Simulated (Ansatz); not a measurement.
# GeHBr+ (doublet): from Hartree-Fock to the top rungs, cc-pVTZ

How much of the correlation energy of GeHBr+ (doublet) does each wave-function method recover here?

Computed with Ansatz 0.2.0, Gaussian basis. Level: cc-pVTZ, core rule «outside noble gas», up to 28 orbitals frozen.

The runs, in order: UHF; CCSD(T) on ROHF; CCSD(T) on UHF; BCCD(T) on ROHF; CCSDT(Q) on ROHF; CCSDT(Q) on UHF; CASSCF and MRCISD+Q, 11 electrons in 9 orbitals; CASSCF and NEVPT2, 11 electrons in 9 orbitals.

8 further runs of the same task are left out: 2 for a known fault of the program, 6 set aside as unsound or not needed.

**1. What is computed**

The geometry is a PBE0/def2-TZVP stationary point (not a proven minimum) of the parent state, kept for this charge and spin. No spin-orbit coupling is included. The filled d shell of Ge, Br may be among the frozen orbitals whatever the setting's name suggests; the logs give the count.

3 atoms, charge 1, spin multiplicity 2.

Atoms are counted from 1 here; the program's logs count them from 0.

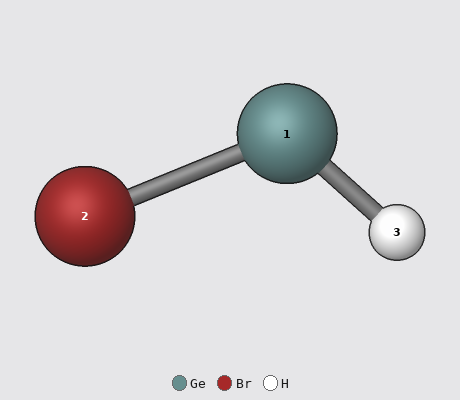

The structure; germanium teal, bromine red, hydrogen white; atoms are numbered from 1 in the order of the file.

In the tables R marks a restricted open-shell determinant and U an unrestricted one; 'valence' is the active space of 11 electrons in 9 orbitals; energies count from the table's Hartree-Fock row.

**2. UHF**

File in.yaml:

```yaml
crystal:
  periodic: [false, false, false]
  atoms:
    - {symbol: Ge, position_ang: [0.000000, -0.482260, 0.527082]}
    - {symbol: Br, position_ang: [0.000000, -0.416051, -1.771802]}
    - {symbol: H, position_ang: [0.000000, 0.898312, 1.244719]}
basis:
  gaussian: {orbitals: cc-pVTZ}
total_charge: 1
magnetization: {spin_polarized: true, initial_magnetization: 1}
hamiltonian: {xc: hf}
output: {orbitals: {seedname: orbitals}}
```

On the command line:

```bash
$ ansatz run in.yaml --threads 1 --pin off --events-out ev --progress --plain --max-ram 4096MiB --backend cpu
```

The program printed:

```text
Functional definition: HF
  name "HF"
  cite "Fock, Z. Phys. 61, 126 (1930) doi:10.1007/BF01340294"
  parent pbe
  exchange = exact_x
  correlation = 0
643 factors; integrals over basis functions are off by at most 6.4e-4 eV
mean field evaluation 1: about -126480.4625 eV, gradient 1.8e1 eV
mean field evaluation 2: about -126480.4661 eV, gradient 1.8e1 eV
mean field evaluation 4: about -126482.8705 eV, gradient 2.1e0 eV
mean field evaluation 8: about -126482.9637 eV, gradient 2.1e-1 eV
mean field evaluation 16: about -126475.2654 eV, gradient 4.7e0 eV
mean field evaluation 32: about -126480.7031 eV, gradient 1.1e0 eV
mean field -126482.96565606 eV, -4648.1632546268 hartree, gradient 1.9e-5 eV, S^2 0.772877; 0 other end points of the search recorded, 0 dependent functions left out
reference -126482.96565606 eV, -4648.1632546268 hartree; 34, 33 occupied and 66, 67 virtual orbitals, 643 factors
Total energy: -126482.96565606 eV, -4648.1632546268 hartree
```

Wall time 3.9 s (1 thread of AMD EPYC 7R13, shared host).

From the report: ⟨S²⟩ of the determinant 0.773 (pure doublet: 0.75).

**3. CCSD(T) on ROHF**

in.yaml, as its differences from that of step 2:

```diff
@@ -9,4 +9,4 @@
 total_charge: 1
-magnetization: {spin_polarized: true, initial_magnetization: 1}
-hamiltonian: {xc: hf}
-output: {orbitals: {seedname: orbitals}}
+magnetization: {spin_polarized: false, initial_magnetization: 1}
+correlation: {method: ccsd_t, electrons: outside_noble_gas}
+output: {forces: true}
```

Same command.

The program printed, cut to the lines that bear on the results:

```text
Functional definition: HF
  name "HF"
  cite "Fock, Z. Phys. 61, 126 (1930) doi:10.1007/BF01340294"
  parent pbe
[...]
643 factors; integrals over basis functions are off by at most 6.4e-4 eV
[...]
mean field -126482.84681370 eV, -4648.1588872505 hartree, gradient 7.5e-6 eV, S^2 0.750000; 8 other end points of the search recorded, 0 dependent functions left out
[...]
determinant -126482.84681370 eV, -4648.1588872505 hartree, with singles and doubles -126489.94375154 eV, -4648.4196949057 hartree
determinant -126480.58075445 eV, -4648.0756111092 hartree, with singles and doubles -126487.60141535 eV, -4648.3336156385 hartree
determinant -126480.35131807 eV, -4648.0671794777 hartree, with singles and doubles -126487.55680151 eV, -4648.3319761100 hartree
determinant -126480.03471575 eV, -4648.0555445570 hartree, with singles and doubles -126487.50963077 eV, -4648.3302426175 hartree
28 core orbitals not correlated: weight in the atoms' cores, before any rotation towards them, 1.000 or more for the frozen orbitals, at most 0.000 for the correlated occupied ones
reference -126482.84681370 eV, -4648.1588872505 hartree; 6, 5 occupied and 66, 67 virtual orbitals, 643 factors
second order -6.24168003 eV of doubles, -0.04979973 eV of singles
cycle   1  -7.03356049 eV  change   -2.9e-1 eV  update   2.0e-2
[...]
cycle  14  -7.05357259 eV  change    3.2e-8 eV  update   7.2e-7
perturbative correction -0.32657787 eV, -0.0120015154 hartree
[...]
Total energy: -126490.22696415 eV, -4648.4301027774 hartree
Atom 0 at     0.000000    -0.482260     0.527082 Å, force    -0.000000    -0.227098    -1.319964 eV/Å
Atom 1 at     0.000000    -0.416051    -1.771802 Å, force     0.000000    -0.034083     1.184237 eV/Å
Atom 2 at     0.000000     0.898312     1.244719 Å, force     0.000000     0.261181     0.135726 eV/Å
Dipole moment:     0.000000     0.068442     0.811432 e Å
```

Run time: 45 s. Hardware: 1 thread of AMD EPYC 7R13, shared host; peak memory 0.54 GiB.

From the report: correlation -7.3802 eV; T1 0.036; largest double amplitude 0.05.

**4. CCSD(T) on UHF**

in.yaml, as its differences from that of step 3:

```diff
@@ -9,3 +9,3 @@
 total_charge: 1
-magnetization: {spin_polarized: false, initial_magnetization: 1}
+magnetization: {spin_polarized: true, initial_magnetization: 1}
 correlation: {method: ccsd_t, electrons: outside_noble_gas}
```

The command is unchanged.

The program printed, cut to the lines that bear on the results:

```text
Functional definition: HF
  name "HF"
  cite "Fock, Z. Phys. 61, 126 (1930) doi:10.1007/BF01340294"
  parent pbe
[...]
643 factors; integrals over basis functions are off by at most 6.4e-4 eV
[...]
mean field -126482.96565606 eV, -4648.1632546268 hartree, gradient 2.8e-6 eV, S^2 0.772877; 12 other end points of the search recorded, 0 dependent functions left out
determinant -126482.96565606 eV, -4648.1632546268 hartree, with singles and doubles -126489.95452401 eV, -4648.4200907867 hartree
determinant -126480.71555367 eV, -4648.0805648894 hartree, with singles and doubles -126487.60436940 eV, -4648.3337241977 hartree
determinant -126480.56596882 eV, -4648.0750677472 hartree, with singles and doubles -126487.36660877 eV, -4648.3249866560 hartree
determinant -126479.55470638 eV, -4648.0379045382 hartree, with singles and doubles -126486.01349606 eV, -4648.2752606809 hartree
determinant -126479.50287763 eV, -4648.0359998668 hartree, with singles and doubles -126486.01072602 eV, -4648.2751588840 hartree
28 core orbitals not correlated: weight in the atoms' cores, before any rotation towards them, 1.000 or more for the frozen orbitals, at most 0.000 for the correlated occupied ones
reference -126482.96565606 eV, -4648.1632546268 hartree; 6, 5 occupied and 66, 67 virtual orbitals, 643 factors
second order -6.18626357 eV of doubles, -0.00000000 eV of singles
cycle   1  -6.92893630 eV  change   -2.9e-1 eV  update   1.7e-2
[...]
cycle  13  -6.94364894 eV  change   -4.4e-8 eV  update   7.5e-7
perturbative correction -0.32144305 eV, -0.0118128142 hartree
[...]
Total energy: -126490.23074805 eV, -4648.4302418332 hartree
Atom 0 at     0.000000    -0.482260     0.527082 Å, force    -0.000000    -0.223214    -1.329228 eV/Å
Atom 1 at     0.000000    -0.416051    -1.771802 Å, force     0.000000    -0.035424     1.193010 eV/Å
Atom 2 at     0.000000     0.898312     1.244719 Å, force     0.000000     0.258638     0.136218 eV/Å
Dipole moment:     0.000000     0.067720     0.814048 e Å
```

It took 87 s on 1 thread of AMD EPYC 7R13, shared host; peak memory 0.54 GiB.

From the report: ⟨S²⟩ of the determinant 0.773 (pure doublet: 0.75); correlation -7.2651 eV; T1 0.027; largest double amplitude 0.05.

**5. BCCD(T) on ROHF**

in.yaml, as its differences from that of step 4:

```diff
@@ -9,4 +9,3 @@
 total_charge: 1
-magnetization: {spin_polarized: true, initial_magnetization: 1}
-correlation: {method: ccsd_t, electrons: outside_noble_gas}
-output: {forces: true}
+magnetization: {spin_polarized: false, initial_magnetization: 1}
+correlation: {method: bccd_t, electrons: outside_noble_gas}
```

On the command line:

```bash
$ ansatz run in.yaml --threads 2 --pin off --events-out ev --progress --plain --max-ram 24576MiB --backend cuda --devices 0, --max-vram 18GiB
```

The program printed, cut to the lines that bear on the results:

```text
Functional definition: HF
  name "HF"
  cite "Fock, Z. Phys. 61, 126 (1930) doi:10.1007/BF01340294"
  parent pbe
[...]
643 factors; integrals over basis functions are off by at most 6.4e-4 eV
[...]
mean field -126482.84681370 eV, -4648.1588872505 hartree, gradient 7.5e-6 eV, S^2 0.750000; 8 other end points of the search recorded, 0 dependent functions left out
[...]
determinant -126482.84681370 eV, -4648.1588872505 hartree, with singles and doubles -126489.94374920 eV, -4648.4196948199 hartree
determinant -126480.58075445 eV, -4648.0756111092 hartree, with singles and doubles -126487.60141261 eV, -4648.3336155380 hartree
determinant -126480.35131807 eV, -4648.0671794777 hartree, with singles and doubles -126487.55679834 eV, -4648.3319759937 hartree
determinant -126480.03471575 eV, -4648.0555445570 hartree, with singles and doubles -126487.50962806 eV, -4648.3302425177 hartree
28 core orbitals not correlated: weight in the atoms' cores, before any rotation towards them, 1.000 or more for the frozen orbitals, at most 0.000 for the correlated occupied ones
reference -126482.84681370 eV, -4648.1588872505 hartree; 6, 5 occupied and 66, 67 virtual orbitals, 643 factors
second order -6.24168003 eV of doubles, -0.04979973 eV of singles
cycle   1  -7.02692878 eV  change   -2.9e-1 eV  update   2.4e-2
[...]
cycle  12  -7.03727182 eV  change    2.9e-6 eV  update   9.0e-6
perturbative correction -0.34309171 eV, -0.0126083879 hartree
Total energy: -126490.22717723 eV, -4648.4301106077 hartree
```

Wall time 13 s (1 × H100 (card shared with other runs) with 2 threads of AMD EPYC 7R13, shared host); peak host memory 0.81 GiB.

From the report: correlation -7.3804 eV; largest double amplitude 0.04.

**6. CCSDT(Q) on ROHF**

in.yaml, as its differences from that of step 5:

```diff
@@ -10,2 +10,2 @@
 magnetization: {spin_polarized: false, initial_magnetization: 1}
-correlation: {method: bccd_t, electrons: outside_noble_gas}
+correlation: {method: ccsdt_q, electrons: outside_noble_gas}
```

Same command.

The program printed, cut to the lines that bear on the results:

```text
Functional definition: HF
  name "HF"
  cite "Fock, Z. Phys. 61, 126 (1930) doi:10.1007/BF01340294"
  parent pbe
[...]
1123 factors; integrals over basis functions are off by at most 1.7e-7 eV
[...]
mean field -126482.84683986 eV, -4648.1588882121 hartree, gradient 9.1e-6 eV, S^2 0.750000; 8 other end points of the search recorded, 0 dependent functions left out
[...]
determinant -126482.84683986 eV, -4648.1588882121 hartree, with singles and doubles -126489.94380236 eV, -4648.4196967733 hartree
determinant -126480.58077874 eV, -4648.0756120020 hartree, with singles and doubles -126487.60146835 eV, -4648.3336175863 hartree
determinant -126480.35134274 eV, -4648.0671803843 hartree, with singles and doubles -126487.55685648 eV, -4648.3319781301 hartree
determinant -126480.03474330 eV, -4648.0555455694 hartree, with singles and doubles -126487.50968416 eV, -4648.3302445795 hartree
28 core orbitals not correlated: weight in the atoms' cores, before any rotation towards them, 1.000 or more for the frozen orbitals, at most 0.000 for the correlated occupied ones
reference -126482.84683986 eV, -4648.1588882121 hartree; 6, 5 occupied and 66, 67 virtual orbitals, 1123 factors
second order -6.24171070 eV of doubles, -0.04979982 eV of singles
cycle   1  -6.75590932 eV  change   -4.6e-1 eV  update   9.8e-2
[...]
cycle  20  -7.41599395 eV  change   -3.4e-7 eV  update   1.3e-6
perturbative correction -0.01612204 eV, -0.0005924741 hartree
Total energy: -126490.27895585 eV, -4648.4320134371 hartree
```

Run time: 23 s. Hardware: 1 × H100 (card shared with other runs) with 2 threads of AMD EPYC 7R13, shared host; peak host memory 0.87 GiB.

From the report: correlation -7.4321 eV; T1 0.040; largest double amplitude 0.05.

**7. CCSDT(Q) on UHF**

in.yaml, as its differences from that of step 6:

```diff
@@ -9,3 +9,3 @@
 total_charge: 1
-magnetization: {spin_polarized: false, initial_magnetization: 1}
+magnetization: {spin_polarized: true, initial_magnetization: 1}
 correlation: {method: ccsdt_q, electrons: outside_noble_gas}
```

The command is unchanged.

The program printed, cut to the lines that bear on the results:

```text
Functional definition: HF
  name "HF"
  cite "Fock, Z. Phys. 61, 126 (1930) doi:10.1007/BF01340294"
  parent pbe
[...]
1123 factors; integrals over basis functions are off by at most 1.7e-7 eV
[...]
mean field -126482.96568254 eV, -4648.1632555999 hartree, gradient 2.5e-6 eV, S^2 0.772877; 12 other end points of the search recorded, 0 dependent functions left out
determinant -126482.96568254 eV, -4648.1632555999 hartree, with singles and doubles -126489.95457380 eV, -4648.4200926167 hartree
determinant -126480.71557835 eV, -4648.0805657960 hartree, with singles and doubles -126487.60442101 eV, -4648.3337260946 hartree
determinant -126480.56599937 eV, -4648.0750688701 hartree, with singles and doubles -126487.36665548 eV, -4648.3249883723 hartree
determinant -126479.55473871 eV, -4648.0379057263 hartree, with singles and doubles -126486.01354558 eV, -4648.2752625007 hartree
determinant -126479.50290834 eV, -4648.0360009953 hartree, with singles and doubles -126486.01099680 eV, -4648.2751688350 hartree
28 core orbitals not correlated: weight in the atoms' cores, before any rotation towards them, 1.000 or more for the frozen orbitals, at most 0.000 for the correlated occupied ones
reference -126482.96568254 eV, -4648.1632555999 hartree; 6, 5 occupied and 66, 67 virtual orbitals, 1123 factors
second order -6.18629317 eV of doubles, -0.00000000 eV of singles
cycle   1  -6.65819695 eV  change   -4.7e-1 eV  update   9.5e-2
[...]
cycle  21  -7.30211574 eV  change    7.7e-7 eV  update   8.2e-7
perturbative correction -0.02133261 eV, -0.0007839588 hartree
Total energy: -126490.28913088 eV, -4648.4323873626 hartree
```

Run time: 19 s. Hardware: 1 × H100 (card shared with other runs) with 2 threads of AMD EPYC 7R13, shared host; peak host memory 0.85 GiB.

From the report: ⟨S²⟩ of the determinant 0.773 (pure doublet: 0.75); correlation -7.3234 eV; T1 0.031; largest double amplitude 0.05.

**8. CASSCF and MRCISD+Q, 11 electrons in 9 orbitals**

in.yaml, as its differences from that of step 7:

```diff
@@ -9,3 +9,3 @@
 total_charge: 1
-magnetization: {spin_polarized: true, initial_magnetization: 1}
-correlation: {method: ccsdt_q, electrons: outside_noble_gas}
+magnetization: {spin_polarized: false, initial_magnetization: 1}
+correlation: {method: fic_mrcisd_q, electrons: outside_noble_gas, active_space: {window: {electrons: 11, orbitals: 9}, shells: [{species: Br, l: s, shell: 4}, {species: Br, l: p, shell: 4}, {species: Ge, l: s, shell: 4}, {species: Ge, l: p, shell: 4}, {species: H, l: s, shell: 1}]}}
```

Launched as before.

The program printed, cut to the lines that bear on the results:

```text
Functional definition: HF
  name "HF"
  cite "Fock, Z. Phys. 61, 126 (1930) doi:10.1007/BF01340294"
  parent pbe
[...]
1123 factors; integrals over basis functions are off by at most 1.7e-7 eV
[...]
mean field -126482.84683986 eV, -4648.1588882121 hartree, gradient 9.1e-6 eV, S^2 0.750000; 6 other end points of the search recorded, 0 dependent functions left out
reference -126482.84683986 eV, -4648.1588882121 hartree; 34, 33 occupied and 66, 67 virtual orbitals, 1123 factors
state -126484.41142581 eV, -4648.2163856852 hartree
contracted CI cycle   1: correlation 0.00000000 eV, 0.0000000000 hartree, residual 2.01e1 eV
contracted CI cycle   2: correlation -5.10686352 eV, -0.1876737728 hartree, residual 3.79e0 eV
contracted CI cycle   3: correlation -5.30605145 eV, -0.1949937941 hartree, residual 8.35e-1 eV
contracted CI cycle   4: correlation -5.31623667 eV, -0.1953680941 hartree, residual 2.13e-1 eV
contracted CI cycle   5: correlation -5.31687638 eV, -0.1953916031 hartree, residual 5.71e-2 eV
contracted CI cycle   6: correlation -5.31692053 eV, -0.1953932255 hartree, residual 1.57e-2 eV
contracted CI cycle   7: correlation -5.31692380 eV, -0.1953933457 hartree, residual 4.57e-3 eV
contracted CI cycle   8: correlation -5.31692409 eV, -0.1953933562 hartree, residual 1.35e-3 eV
state -126484.41142581 eV, -4648.2163856852 hartree; corrected -126490.18805103 eV, -4648.4286727466 hartree
Total energy: -126490.18805103 eV, -4648.4286727466 hartree
Checks for a lower state left out: starts, orbital_swaps
```

It took 5.5 s on 1 × H100 (card shared with other runs) with 2 threads of AMD EPYC 7R13, shared host; peak host memory 0.88 GiB.

From the report: 5,292 determinants; active occupations 2.00, 1.99, 1.98, 1.97, 1.96, 1.01, 0.04, 0.03, 0.03.

**9. CASSCF and NEVPT2, 11 electrons in 9 orbitals**

File in.yaml:

```yaml
crystal:
  periodic: [false, false, false]
  atoms:
    - {symbol: Ge, position_ang: [0.000000, -0.482260, 0.527082]}
    - {symbol: Br, position_ang: [0.000000, -0.416051, -1.771802]}
    - {symbol: H, position_ang: [0.000000, 0.898312, 1.244719]}
basis:
  gaussian: {orbitals: cc-pVTZ}
total_charge: 1
magnetization: {spin_polarized: false, initial_magnetization: 1}
correlation: {method: sc_nevpt2, electrons: outside_noble_gas, active_space: {window: {electrons: 11, orbitals: 9}, shells: [{species: Br, l: s, shell: 4}, {species: Br, l: p, shell: 4}, {species: Ge, l: s, shell: 4}, {species: Ge, l: p, shell: 4}, {species: H, l: s, shell: 1}]}}
```

On the command line:

```bash
$ ansatz run in.yaml --threads 1 --pin off --events-out ev --progress --plain --max-ram 4096MiB --backend cpu
```

The program printed:

```text
Functional definition: HF
  name "HF"
  cite "Fock, Z. Phys. 61, 126 (1930) doi:10.1007/BF01340294"
  parent pbe
  exchange = exact_x
  correlation = 0
1123 factors; integrals over basis functions are off by at most 1.7e-7 eV
mean field evaluation 1: about -126480.4213 eV, gradient 2.4e1 eV
mean field evaluation 2: about -126480.4267 eV, gradient 2.4e1 eV
mean field evaluation 4: about -126482.6899 eV, gradient 2.6e0 eV
mean field evaluation 8: about -126482.8462 eV, gradient 2.1e-1 eV
mean field evaluation 16: about -126482.2746 eV, gradient 7.6e0 eV
mean field evaluation 32: about -126482.4003 eV, gradient 6.6e0 eV
mean field -126482.84683986 eV, -4648.1588882121 hartree, gradient 9.1e-6 eV, S^2 0.750000; 6 other end points of the search recorded, 0 dependent functions left out
reference -126482.84683986 eV, -4648.1588882121 hartree; 34, 33 occupied and 66, 67 virtual orbitals, 1123 factors
state -126484.41142581 eV, -4648.2163856852 hartree
state -126484.41142581 eV, -4648.2163856852 hartree; corrected -126488.93554442 eV, -4648.3826439775 hartree
Total energy: -126488.93554442 eV, -4648.3826439775 hartree
Checks for a lower state left out: starts, orbital_swaps
```

Run time: 17 s. Hardware: 1 thread of AMD EPYC 7R13, shared host; peak memory 0.34 GiB.

From the report: 5,292 determinants; active occupations 2.00, 1.99, 1.98, 1.97, 1.96, 1.01, 0.04, 0.03, 0.03.

**10. How many determinants matter**

Natural occupations of the CASSCF valence state about the gap (report; correlated orbitals 2 to 9): 1.990, 1.977, 1.974, 1.959, 1.008, 0.038, 0.031, 0.026. The count of effectively unpaired electrons, Σ n²(2 − n)², is 1.02; a single determinant of this spin has 1.

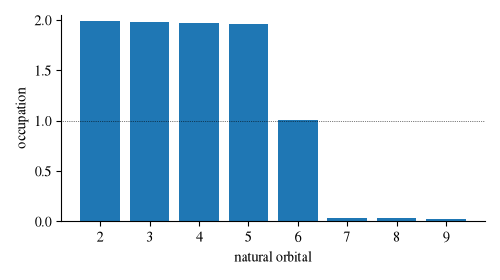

Natural occupations of the CASSCF valence state.

**11. All levels against the top one**

The yardstick is UCCSDT(Q), where the cluster series has nearly closed. Rows without a time come out of other runs: HF, MP2 and CCSD of CCSD(T), CCSDT of CCSDT(Q), CASSCF and MRCISD of the multireference runs. The times of RCCSD(T), UCCSD(T) include forces.

Differences are taken before rounding.

| method | energy from the lowest ROHF (meV) | from UCCSDT(Q) (meV) | time |
| --- | --- | --- | --- |
| ROHF | 0.0 | +7442.3 |  |
| UHF | -118.8 | +7323.5 |  |
| RMP2 | -6291.5 | +1150.8 |  |
| UMP2 | -6305.1 | +1137.2 |  |
| RCCSD | -7053.6 | +388.7 |  |
| UCCSD | -7062.5 | +379.8 |  |
| RCCSD(T) | -7380.2 | +62.2 | 45 s |
| UCCSD(T) | -7383.9 | +58.4 | 87 s |
| BCCD(T) | -7380.4 | +62.0 | 13 s (GPU) |
| RCCSDT | -7416.0 | +26.3 |  |
| UCCSDT | -7421.0 | +21.3 |  |
| RCCSDT(Q) | -7432.1 | +10.2 | 23 s (GPU) |
| UCCSDT(Q) | -7442.3 | 0 | 19 s (GPU) |
| CASSCF valence | -1564.6 | +5877.7 |  |
| NEVPT2 valence | -6088.7 | +1353.6 | 17 s |
| MRCISD valence | -6881.5 | +560.8 |  |
| MRCISD+Q valence | -7341.2 | +101.1 | 5.5 s (GPU) |

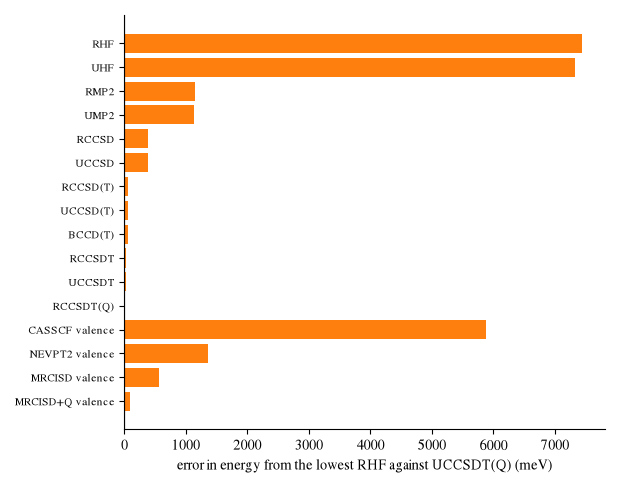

Error of each method against UCCSDT(Q).

Some runs used a GPU and others CPU threads alone; cost is compared among the CPU runs only.

**12. What came out**

| quantity | value |
| --- | --- |
| UCCSDT(Q) from the ROHF energy | -7.4423 eV |
| RMP2 from UCCSDT(Q) | +1150.8 meV |
| UMP2 from UCCSDT(Q) | +1137.2 meV |
| RCCSD from UCCSDT(Q) | +388.7 meV |
| RCCSD(T) from UCCSDT(Q) | +62.2 meV |
| UCCSD(T) from UCCSDT(Q) | +58.4 meV |
| RCCSDT(Q) from UCCSDT(Q) | +10.2 meV |
| NEVPT2 valence from UCCSDT(Q) | +1353.6 meV |
| MRCISD+Q valence from UCCSDT(Q) | +101.1 meV |
| levels within 1 kcal/mol (43 meV) | RCCSDT, UCCSDT, RCCSDT(Q) |
| T1 diagnostic | 0.036 |
| effectively unpaired electrons | 1.02 |

RCCSD(T) misses by +62.2 meV, 0.8 % of the correlation energy. One determinant dominates. Of the multireference levels listed MRCISD+Q valence comes nearest in total energy (+101.1 meV), which doesn't show that its space is the better one. These misses are within one basis, not against nature; the frozen cores of restricted and unrestricted runs differ, which can shift their rows.
